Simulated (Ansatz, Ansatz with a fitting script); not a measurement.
# SrTiO3 (Tausonite): the order of polymorphs from LDA to RPA

Aim: the order of polymorphs of SrTiO3 (Tausonite) by density functionals and by RPA.

Main program and level: Ansatz 0.2.0; density functionals and EXX+RPA, plane waves.

## 1. The structure

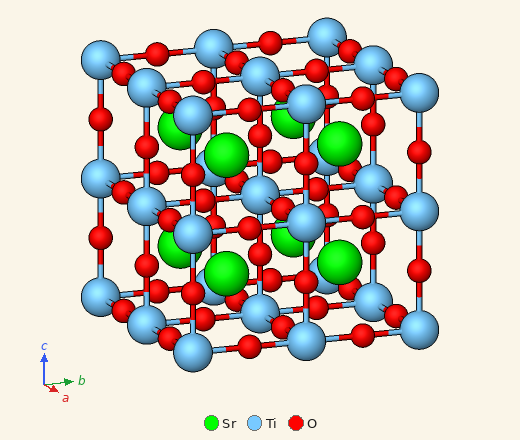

The starting structure, seen slightly off an axis (strontium green, titanium blue, oxygen red). 2×2×2 cells are drawn. Some periodic images of atoms are drawn too.

The start is a database's relaxed structure.

## 2. Relax (relaxation of Pm-3m)

A relaxation at this level of theory: leftover forces would pass straight into the levels.

This step: DFT, r2SCAN with rVV10, plane waves, PAW.

input.yaml reads:

```yaml
crystal:
  lattice:
    - [3.90528, 0.0, 0.0]
    - [0.0, 3.90528, 0.0]
    - [0.0, 0.0, 3.90528]
  atoms:
    - { symbol: Sr, position: [0.5, 0.5, 0.5] }
    - { symbol: Ti, position: [0.0, 0.0, 0.0] }
    - { symbol: O, position: [0.5, 0.0, 0.0] }
    - { symbol: O, position: [0.0, 0.5, 0.0] }
    - { symbol: O, position: [0.0, 0.0, 0.5] }
kpoints:
  mp_grid: { grid: [6, 6, 6] }
hamiltonian:
  xc: r2scan
  pseudopotentials: { kind: paw, source: ansatz }
  dispersion: rvv10
scf:
  occupations: { method: fermi_dirac, width: 0.02 }
relax:
  f_tol: 0.01
  max_steps: 60
  cell: {}
```

Command:

```
$ ansatz run input.yaml --threads 16 --pin off --max-ram 73728MiB --backend cpu --events-out ev --progress --plain --runs-dir out
```

Numbers of over 12 decimals in the logs are rounded to 6 here.

Log:

```text
The last accepted step is kept in <dir> (removed where the run ends without a failure and the disk answers)
Engine: ansatz 0.2.0, aarch64-unknown-linux-gnu
Pseudopotentials: kind: paw
Pseudopotential: Sr, paw, valence charge 10, recommended cutoff 400 eV (meta_gga), Sr.paw.azcp
Pseudopotential: Ti, paw, valence charge 12, recommended cutoff 740 eV (normal), Ti.paw.azcp
Pseudopotential: O, paw, valence charge 6, recommended cutoff 1050 eV (meta_gga), O.paw.azcp
Functional definition: r2SCAN+rVV10
  parameter k0 = 0.174
  parameter k1 = 0.065
  parameter a1 = 4.9479
  exchange = r2scan_x(k0 = k0, k1 = k1, a1 = a1)
  correlation = r2scan_c + rvv10(11.95, 0.0093)
Crystal: 5 atoms, lattice volume = 59.560 Å³
Basis set: ecut = 1050 eV, 4625 PW (Γ), exchange–correlation on 216×216×216 points (64 copies of the dense FFT grid, shifted against one another)
Bands: 25, of which v1, the nominal top of the filled ones, is band 20 counted from 1 (19 counted from 0)
Symmetry: 48 space group operations
Space group: Pm-3m (ITA 221), of the structure as read, at distance tolerance 3.9e-5 Å
k-points: 20 of 216
Non-local potential: Sr, projectors of the file, l = 0: 2, l = 1: 2, l = 2: 2, l = 3: 1
Non-local potential: Ti, projectors of the file, l = 0: 2, l = 1: 2, l = 2: 2, l = 3: 1
Non-local potential: O, projectors of the file, l = 0: 2, l = 1: 2, l = 2: 1
PAW form: soft (Blöchl's): semilocal exchange-correlation on the pseudo side does not see the compensation charge
rVV10 density: all electrons in the spheres
PAW frozen core: Sr, regenerated for the run's functional (the file was generated under x = pbe(κ = 0.804, μ = 0.219515), c = pbe(β = 0.066725))
PAW frozen core: Ti, regenerated for the run's functional (the file was generated under x = pbe(κ = 0.804, μ = 0.219515), c = pbe(β = 0.066725))
PAW frozen core: O, regenerated for the run's functional (the file was generated under x = pbe(κ = 0.804, μ = 0.219515), c = pbe(β = 0.066725))
PAW one-centre angular grid: Sr, 302 points (default); XC on 160 Gauss nodes
PAW one-centre angular grid: Ti, 590 points (default); XC on 160 Gauss nodes
PAW one-centre angular grid: O, 302 points (default); XC on 160 Gauss nodes
Initial density: superposition of atomic densities (chi_scale 0.1, normalization cell, long waves kept (reshape's long-wave potential 0.00 eV rms))
Initial wavefunctions: pseudopotential atomic-orbital guess
Functional: x = r2scan, c = r2scan + rvv10(b = 11.95, C = 0.0093); τ floored in thin density (d = 2e-4 eV/Å³)
SCF iter   1: F=—  HF=-7774.304875 eV  |F-HF|=—  |Δ(HF+E_count)|=         —  Δρ=9.74e-2  dr2=8.03e0  dr2_τ=2.17e0  ethr=3.10e-3  ⟨swp⟩=7.1  Hψ=2420  notcnv=0
preconditioner: auto → Resta (q_TF=auto, 2.553 Å⁻¹)  ε∞=4.1  [insulator: Δε(μ)=4.736 eV  Ē_g=15.030 eV  σ=0.020 eV  W_gap=1.00  n_scr=18 (ndim 8)  ℏωp=26.4 eV  f_vac=0.000  D(μ)=0.00/eV (n_scr^D=0)  ε∞_Penn≈4.1]
SCF iter   2: F=—  HF=-7772.462299 eV  |F-HF|=—  |Δ(HF+E_count)|=    1.84e0  Δρ=4.74e-2  dr2=8.43e-1  dr2_τ=1.02e0  ethr=3.10e-3  ⟨swp⟩=3.5  Hψ=1229  notcnv=0  defer=20
SCF iter   3: F=—  HF=-7772.347951 eV  |F-HF|=—  |Δ(HF+E_count)|=   1.14e-1  Δρ=1.93e-2  dr2=1.95e-1  dr2_τ=6.41e-2  ethr=2.11e-3  ⟨swp⟩=2.4  Hψ=826  notcnv=0  defer=20
SCF iter   4: F=—  HF=-7772.328875 eV  |F-HF|=—  |Δ(HF+E_count)|=   1.91e-2  Δρ=6.20e-3  dr2=1.49e-2  dr2_τ=7.69e-3  ethr=4.89e-4  ⟨swp⟩=2.8  Hψ=849  notcnv=0  defer=20
SCF iter   5: F=—  HF=-7772.329885 eV  |F-HF|=—  |Δ(HF+E_count)|=   1.01e-3  Δρ=2.77e-3  dr2=4.84e-3  dr2_τ=1.21e-3  ethr=3.72e-5  ⟨swp⟩=3.0  Hψ=1124  notcnv=0  defer=20
SCF iter   6: F=—  HF=-7772.329329 eV  |F-HF|=—  |Δ(HF+E_count)|=   5.56e-4  Δρ=1.05e-3  dr2=8.62e-4  dr2_τ=3.34e-4  ethr=1.21e-5  ⟨swp⟩=2.4  Hψ=919  notcnv=0  defer=20
SCF iter   7: F=—  HF=-7772.329205 eV  |F-HF|=—  |Δ(HF+E_count)|=   1.24e-4  Δρ=6.16e-4  dr2=2.98e-4  dr2_τ=1.07e-5  ethr=2.15e-6  ⟨swp⟩=1.3  Hψ=514  notcnv=0  defer=20
SCF iter   8: F=—  HF=-7772.329152 eV  |F-HF|=—  |Δ(HF+E_count)|=   5.34e-5  Δρ=1.94e-4  dr2=2.90e-5  dr2_τ=1.24e-6  ethr=7.45e-7  ⟨swp⟩=1.9  Hψ=533  notcnv=0  defer=20
SCF iter   9: F=—  HF=-7772.329094 eV  |F-HF|=—  |Δ(HF+E_count)|=   5.78e-5  Δρ=1.74e-5  dr2=2.25e-7  dr2_τ=4.54e-9  ethr=7.25e-8  ⟨swp⟩=2.1  Hψ=628  notcnv=0  defer=20
SCF iter  10: F=-7772.329094 eV  HF=-7772.329094 eV  |F-HF|=1.98e-10  |Δ(HF+E_count)|=   1.62e-9  Δρ=1.13e-6  dr2=5.56e-10  dr2_τ=1.29e-10  ethr=2.50e-10  ⟨swp⟩=4.8  Hψ=1852  notcnv=0
SCF 1 converged in 10 iterations: F = -7772.329094 eV  dr2 = 5.56e-10
[...]
relax step   1: F+E_penalty+E_count = -7772.32909391 eV  Δ(F+E_penalty+E_count) = +0.000e0 eV  max|allowed force component| = 1.540e-29 eV/Å  Δτ_max = 0.0000 Å  P = -1.265 GPa  Ω = 59.560 Å³  (10 SCF iters, dr2 threshold 1.00e-7 eV, accepted)
[...]
relax step   2: F+E_penalty+E_count = -7772.33071768 eV  Δ(F+E_penalty+E_count) = -1.624e-3 eV  max|allowed force component| = 5.338e-30 eV/Å  Δτ_max = 0.0000 Å  P = -0.071 GPa  Ω = 59.189 Å³  energy of the carried Pulay correction = +6.652e-5 eV  (5 SCF iters, dr2 threshold 5.00e-7 eV, accepted)
[...]
relax step   4: F+E_penalty+E_count = -7772.33065392 eV  Δ(F+E_penalty+E_count) = +7.254e-5 eV  max|allowed force component| = 8.934e-30 eV/Å  Δτ_max = 0.0000 Å  P = +0.001 GPa  Ω = 59.167 Å³  stress off target by 7.59e-4 GPa  SCF on the basis re-selected at this cell (its energy is not comparable with the rows above)  (5 SCF iters)
basis re-selected at this cell: Δ(F+E_penalty+E_count) = +7.254e-5 eV, ΔP = -0.000 GPa vs the last step (what re-selecting the basis moved, of the pressure what is left beyond the Pulay correction that the steps carried, after the strain that the cell walked since its last selection, with what the two solves' SCF thresholds leave and, on support functions, any second-order correction that the steps lacked; it is no m [...]
SCF converged after 5 iterations
Free energy (F): -7772.330654 eV
Harris-Foulkes:  -7772.330654 eV  (|F-HF|=0.00e0)
Internal energy: -7772.330654 eV  (E = F + TS)
E sigma→0 (E₀):  -7772.330654 eV
Fermi energy:    10.861901 eV
--- Per-component energies (eV) ---
  E_band       = -238.531422
  E_kinetic    = 1483.352920
  E_local      = -3192.683853  (includes V_loc(G=0)·N_el)
  E_nonlocal   = 734.143921
  E_hartree    = 842.497049
  E_xc         = -640.380703
  E_vxc        = -865.643868  (∫ρ·V_xc dr)
  E_paw        = -4101.276409  (= ΣΔE_a)
  E_vpaw       = -137.961335  (= ΣTr[D̂ρ^β])
  E_aug_tail   = -0.000020  (compensation charges beyond the density's cutoff)
  E_vtau       = 55.266753  (kinetic-family band-sum trace: ∫τ·v_τ [+ j·A + Jᵃ·Aᵃ] dr)
  E_ewald      = -2897.492187
  E_core_change = -0.491373  (= ΣΔE_core)
  E_smearing   = -0.000000  (= −TS)
  E_closure    = 0.000000  (closes the sum)
  Σ components = -7772.330654   (vs F -7772.330654, Δ=0.00e0)
--- Forces (eV/Å), atoms counted from 1 ---
  atom   1  Sr    -0.00000000     0.00000000     0.00000000
  atom   2  Ti    -0.00000000    -0.00000000     0.00000000
  atom   3  O     -0.00000000    -0.00000000    -0.00000000
  atom   4  O     -0.00000000    -0.00000000    -0.00000000
  atom   5  O      0.00000000     0.00000000    -0.00000000
  max |Σ_I F_I| component: 1.10e-29 eV/Å
--- Stress (GPa, compression-positive) ---
        0.000759       0.000000       0.000000
        0.000000       0.000759       0.000000
        0.000000       0.000000       0.000759
  P = ⅓ Tr σ = 0.0008 GPa (0.008 kbar)
--- Relaxed structure (3 steps of the walk, 3 accepted, 1 SCFs on fresh bases) ---
  F+E_penalty+E_count = -7772.33065392 eV   max|allowed force component| = 8.934e-30 eV/Å   (the final SCF, on the basis selected at the relaxed cell)
  cell:  # Å, volume = 59.1666 Å³
    - [3.896658, 0, 0]
    - [0, 3.896658, 0.0]
    - [0, 0.0, 3.896658]
  atoms:
    - { symbol: Sr, position: [0.500000, 0.500000, 0.500000] }
    - { symbol: Ti, position: [0, 0, 0] }
    - { symbol: O, position: [0.500000, 0, 0] }
    - { symbol: O, position: [0, 0.500000, 0] }
    - { symbol: O, position: [0, 0, 0.500000] }
```

The job ended after 7.7 s (16 threads of Arm Neoverse V2, shared host; peak memory 1.5 GiB).

The steps of the relaxation:

```tsv
step	energy less that of the first step (eV)	largest force component (eV/Å)	pressure (GPa)	volume (Å³)
1	0.0000	0.0000	-1.26	59.56
2	-0.0016	0.0000	-0.07	59.19
3	-0.0016	0.0000	0.00	59.17
4*	-0.0016	0.0000	0.00	59.17
```

Relaxation steps marked * repeat the geometry before them on a plane-wave basis chosen anew for their cell, so energy and pressure can jump there.

The run keeps the 48 symmetry operations that it works with, so distortions that break them were not tested.

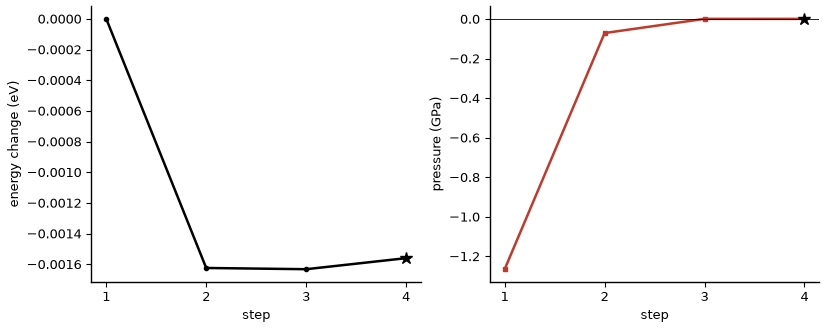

Energy and pressure along the relaxation. Stars mark steps on a basis chosen anew.

```tsv
conventional cell, symmetrised	before	after	change
a (Å)	3.905	3.897	-0.2 %
b (Å)	3.905	3.897	-0.2 %
c (Å)	3.905	3.897	-0.2 %
volume (Å³/atom)	11.91	11.83	-0.7 %
```

## 3. Relax (relaxation of I4/mcm)

input.yaml, the sections that differ from step 2:

```yaml
crystal:
  lattice:
    - [-2.7555, 2.7555, 3.898]
    - [2.7555, -2.7555, 3.898]
    - [2.7555, 2.7555, -3.898]
  atoms:
    - { symbol: Sr, position: [0.75, 0.25, 0.5] }
    - { symbol: Sr, position: [0.25, 0.75, 0.5] }
    - { symbol: Ti, position: [0.0, 0.0, 0.0] }
    - { symbol: Ti, position: [0.5, 0.5, 0.0] }
    - { symbol: O, position: [0.25, 0.25, 0.0] }
    - { symbol: O, position: [0.75, 0.75, 0.0] }
    - { symbol: O, position: [0.7451, 0.2451, 0.9902] }
    - { symbol: O, position: [0.2451, 0.2549, 0.5] }
    - { symbol: O, position: [0.2549, 0.7549, 0.0098] }
    - { symbol: O, position: [0.7549, 0.7451, 0.5] }
# kpoints, hamiltonian, scf, relax: as in step 2
```

Log:

```text
[...]
Crystal: 10 atoms, lattice volume = 118.387 Å³
Basis set: ecut = 1050 eV, 9257 PW (Γ), exchange–correlation on 288×288×288 points (64 copies of the dense FFT grid, shifted against one another)
Bands: 50, of which v1, the nominal top of the filled ones, is band 40 counted from 1 (39 counted from 0)
Symmetry: 16 space group operations
[...]
k-points: 30 of 216
[...]
- { symbol: Ti, position: [-1.1017115162255173e-19, 1.4558330750122917e-19, 0] }
    - { symbol: Ti, position: [0.5, 0.5, 0] }
    - { symbol: O, position: [0.25, 0.25, 0] }
    - { symbol: O, position: [0.750000, 0.750000, 0] }
    - { symbol: O, position: [0.732106, 0.232106, 0.964213] }
    - { symbol: O, position: [0.232106, 0.267894, 0.5] }
    - { symbol: O, position: [0.267894, 0.767894, 0.035787] }
    - { symbol: O, position: [0.767894, 0.732106, 0.5] }
[key lines of the parts left out:]
SCF converged after 5 iterations
Free energy (F): -15544.666898 eV
Fermi energy:    10.841423 eV
P = ⅓ Tr σ = 0.0041 GPa (0.041 kbar)
```

Elapsed: 46 s, on 16 threads; peak memory 3.9 GiB.

The steps of the relaxation:

```tsv
step	energy less that of the first step (eV)	largest force component (eV/Å)	pressure (GPa)	volume (Å³)
1	0.0000	0.0056	-0.10	118.39
2	-0.0001	0.0059	0.00	118.32
3	-0.0004	0.0069	0.17	118.22
4	-0.0013	0.0032	1.11	117.56
5	-0.0036	0.0041	-0.01	118.20
6	-0.0038	0.0000	0.00	118.20
7*	-0.0037	0.0000	0.00	118.20
```

Relaxation steps marked * repeat the geometry before them on a plane-wave basis chosen anew for their cell, so energy and pressure can jump there.

The run keeps the 16 symmetry operations that it works with, so distortions that break them were not tested.

```tsv
conventional cell, symmetrised	before	after	change
a (Å)	5.511	5.502	-0.2 %
b (Å)	5.511	5.502	-0.2 %
c (Å)	7.796	7.808	+0.2 %
volume (Å³/atom)	11.84	11.82	-0.2 %
```

The atoms that moved most (Å, as changes of fractional coordinates times the final cell):

```tsv
atom	dx	dy	dz	length
O7	-0.071	-0.071	0.000	0.101
O8	0.071	-0.071	0.000	0.101
O9	0.071	0.071	0.000	0.101
O10	-0.071	0.071	0.000	0.101
```

The relaxed structure:

```
Sr Ti O
1.0
    -2.75116    2.75116    3.90418
     2.75116   -2.75116    3.90418
     2.75116    2.75116   -3.90418
Sr Ti O
2 2 6
Direct
  0.75000 0.25000 0.50000
  0.25000 0.75000 0.50000
  0.00000 0.00000 0.00000
  0.50000 0.50000 0.00000
  0.25000 0.25000 0.00000
  0.75000 0.75000 0.00000
  0.73211 0.23211 0.96421
  0.23211 0.26789 0.50000
  0.26789 0.76789 0.03579
  0.76789 0.73211 0.50000
```

## 4. Scf lda (preparation)

This step: DFT, LDA, plane waves, PAW.

input.yaml reads:

```yaml
crystal:
  lattice:
    - [3.8966577037, 0.0, 0.0]
    - [0.0, 3.8966577037, 0.0]
    - [0.0, 0.0, 3.8966577037]
  atoms:
    - { symbol: Sr, position: [0.5, 0.5, 0.5] }
    - { symbol: Ti, position: [0.0, 0.0, 0.0] }
    - { symbol: O, position: [0.5, 0.0, 0.0] }
    - { symbol: O, position: [0.0, 0.5, 0.0] }
    - { symbol: O, position: [0.0, 0.0, 0.5] }
kpoints:
  mp_grid: { grid: [6, 6, 6] }
hamiltonian:
  xc: lda
  pseudopotentials: { kind: paw, source: ansatz }
scf:
  occupations: { method: fermi_dirac, width: 0.02 }
  n_extra_bands: 5
output:
  eigenvalues: true
  forces: true
  stress: true
```

Log:

```text
[...]
Crystal: 5 atoms, lattice volume = 59.167 Å³
Basis set: ecut = 930 eV, 3791 PW (Γ)
Bands: 25, of which v1, the nominal top of the filled ones, is band 20 counted from 1 (19 counted from 0)
Symmetry: 48 space group operations
[...]
k-points: 20 of 216
[...]
SCF iter   1: F=—  HF=-7572.049319 eV  |F-HF|=—  |Δ(HF+E_count)|=         —  Δρ=8.49e-2  dr2=6.30e0  ethr=3.10e-3  ⟨swp⟩=7.0  Hψ=2373  notcnv=0
[...]
SCF iter   9: F=-7570.036934 eV  HF=-7570.036934 eV  |F-HF|=1.81e-9  |Δ(HF+E_count)|=   1.27e-7  Δρ=2.59e-6  dr2=3.12e-9  ethr=2.50e-10  ⟨swp⟩=10.8  Hψ=2733  notcnv=0
SCF 1 converged in 9 iterations: F = -7570.036934 eV  dr2 = 3.12e-9
[...]
SCF converged after 9 iterations
Free energy (F): -7570.036934 eV
[...]
Internal energy: -7570.036934 eV  (E = F + TS)
E sigma→0 (E₀):  -7570.036934 eV
Fermi energy:    10.583397 eV
[...]
--- Stress (GPa, compression-positive) ---
       -6.061297       0.000000       0.000000
       -0.000000      -6.061297       0.000000
        0.000000       0.000000      -6.061297
  P = ⅓ Tr σ = -6.0613 GPa (-60.613 kbar)
--- Band table (eV; the first three rows and the last of 20) ---
  k-point 0: bands = [... 16 lower, 8.4832, 9.3386, 9.3386, 9.3386, 11.4752, 11.4752, 11.4752, 14.1008, ... 1 higher]
  k-point 1: bands = [... 16 lower, 8.2406, 8.5683, 9.1851, 9.1851, 11.5177, 12.0766, 12.0766, 14.1111, ... 1 higher]
  k-point 2: bands = [... 16 lower, 7.5437, 7.8201, 9.0170, 9.0170, 11.6060, 13.0454, 13.0454, 14.1208, ... 1 higher]
  k-point 19: bands = [... 16 lower, 5.8955, 9.6851, 9.6851, 9.6851, 14.1845, 14.1845, 14.1845, 16.5969, ... 1 higher]
```

Run time: 0.69 s. Hardware: 16 threads; peak memory 0.77 GiB.

In the SCF lines HF is the Harris–Foulkes energy and dr2 the Hartree energy of the density residual, in eV; the loop may stop once dr2 is under the threshold and the program's other checks hold. Hψ counts applications of the Hamiltonian.

Total energy -7570.0369 eV.

## 5. Scf lda (preparation)

This step: DFT, LDA, plane waves, norm-conserving pseudopotentials.

input.yaml, the sections that differ from step 4:

```yaml
kpoints:
  mp_grid: { grid: [2, 2, 2] }
hamiltonian:
  xc: lda
  pseudopotentials: { kind: nc, xc_functional: pbe }
scf:
  occupations: { method: fixed }
  n_extra_bands: 5
# crystal, output: as in step 4
```

Log:

```text
[...]
Crystal: 5 atoms, lattice volume = 59.167 Å³
Basis set: ecut = 1240 eV, 5887 PW (Γ)
Bands: 25, of which v1, the nominal top of the filled ones, is band 20 counted from 1 (19 counted from 0)
Symmetry: 48 space group operations
[...]
k-points: 4 of 8
[...]
--- Band table (eV) ---
  k-point 0: bands = [... 16 lower, 8.7256, 9.6001, 9.6001, 9.6001, 11.4044, 11.4044, 11.4044, 14.0312, ... 1 higher]
  k-point 1: bands = [... 16 lower, 7.4360, 7.8467, 9.2026, 9.2026, 11.5738, 13.4972, 13.4972, 14.0508, ... 1 higher]
  k-point 2: bands = [... 16 lower, 8.1735, 8.3321, 8.3321, 9.8583, 13.4987, 13.4987, 13.9252, 15.0554, ... 1 higher]
  k-point 3: bands = [... 16 lower, 6.0560, 9.9527, 9.9527, 9.9527, 14.1832, 14.1832, 14.1832, 16.6777, ... 1 higher]
[key lines of the parts left out:]
SCF converged after 8 iterations
Free energy (F): -3938.248213 eV
Fermi energy:    9.952744 eV
P = ⅓ Tr σ = -2.7661 GPa (-27.661 kbar)
```

Elapsed: 0.32 s, on 16 threads; peak memory 0.39 GiB.

Total energy -3938.2482 eV.

## 6. Energy LDA (polymorph Pm-3m)

This step: DFT, LDA, plane waves, PAW.

input.yaml, the sections that differ from step 5:

```yaml
kpoints:
  mp_grid: { grid: [6, 6, 6] }
hamiltonian:
  xc: lda
  pseudopotentials: { kind: paw, source: ansatz }
scf:
  occupations: { method: fixed }
  n_extra_bands: 5
  convergence: { dr2_threshold: 1.0e-09 }
# crystal, output: as in step 5
```

Log:

```text
[...]
k-point 0: bands = [... 16 lower, 8.4833, 9.3386, 9.3386, 9.3386, 11.4752, 11.4752, 11.4752, 14.1008, ... 1 higher]
  k-point 1: bands = [... 16 lower, 8.2406, 8.5683, 9.1851, 9.1851, 11.5177, 12.0766, 12.0766, 14.1111, ... 1 higher]
  k-point 2: bands = [... 16 lower, 7.5437, 7.8202, 9.0170, 9.0170, 11.6060, 13.0454, 13.0454, 14.1208, ... 1 higher]
  k-point 19: bands = [... 16 lower, 5.8955, 9.6851, 9.6851, 9.6851, 14.1845, 14.1845, 14.1845, 16.5969, ... 1 higher]
[key lines of the parts left out:]
SCF converged after 11 iterations
Free energy (F): -7570.036934 eV
Fermi energy:    9.685119 eV
P = ⅓ Tr σ = -6.0611 GPa (-60.611 kbar)
```

Elapsed: 0.75 s, on 16 threads; peak memory 0.77 GiB; 8.1 s of CPU time.

Total energy -7570.0369 eV.

## 7. Energy PBEsol (polymorph Pm-3m)

This step: DFT, PBEsol, plane waves, PAW.

Changes to input.yaml since step 6:

```diff
@@ -14,3 +14,3 @@
 hamiltonian:
-  xc: lda
+  xc: pbesol
   pseudopotentials: { kind: paw, source: ansatz }
```

Log:

```text
[...]
Crystal: 5 atoms, lattice volume = 59.167 Å³
Basis set: ecut = 930 eV, 3791 PW (Γ), exchange–correlation on 90×90×90 points (8 copies of the dense FFT grid, shifted against one another)
Bands: 25, of which v1, the nominal top of the filled ones, is band 20 counted from 1 (19 counted from 0)
Symmetry: 48 space group operations
[...]
k-points: 20 of 216
[...]
k-point 0: bands = [... 16 lower, 8.7286, 9.5835, 9.5835, 9.5835, 11.7683, 11.7683, 11.7683, 14.3469, ... 1 higher]
  k-point 1: bands = [... 16 lower, 8.4894, 8.8106, 9.4309, 9.4309, 11.8107, 12.3643, 12.3643, 14.3549, ... 1 higher]
  k-point 2: bands = [... 16 lower, 7.7965, 8.0743, 9.2626, 9.2626, 11.8990, 13.3291, 13.3291, 14.3630, ... 1 higher]
  k-point 19: bands = [... 16 lower, 6.1430, 9.9299, 9.9299, 9.9299, 14.4679, 14.4679, 14.4679, 16.8483, ... 1 higher]
[key lines of the parts left out:]
SCF converged after 11 iterations
Free energy (F): -7657.877002 eV
Fermi energy:    9.929860 eV
P = ⅓ Tr σ = -0.7928 GPa (-7.928 kbar)
```

The job ended after 0.76 s (16 threads; peak memory 0.79 GiB; 8.3 s of CPU time).

Total energy -7657.8770 eV.

[end of part 1 of 2]

[Paths, hosts, dates, memory and timing lines, banners, echoed tables and standing remarks are left out of the program output.]

[Logs are printed without paths, hosts, clocks, repeated set-up lines and the standing remarks that a program may print on its own settings, such as how far it seeks lower states.]

[Runs of the session that timed out or met a known fault of the program may be left out.]

[Hosts, paths, dates, database ids (printed as entryN), source tags and the programs' standing remarks are cut or masked in the printed files.]
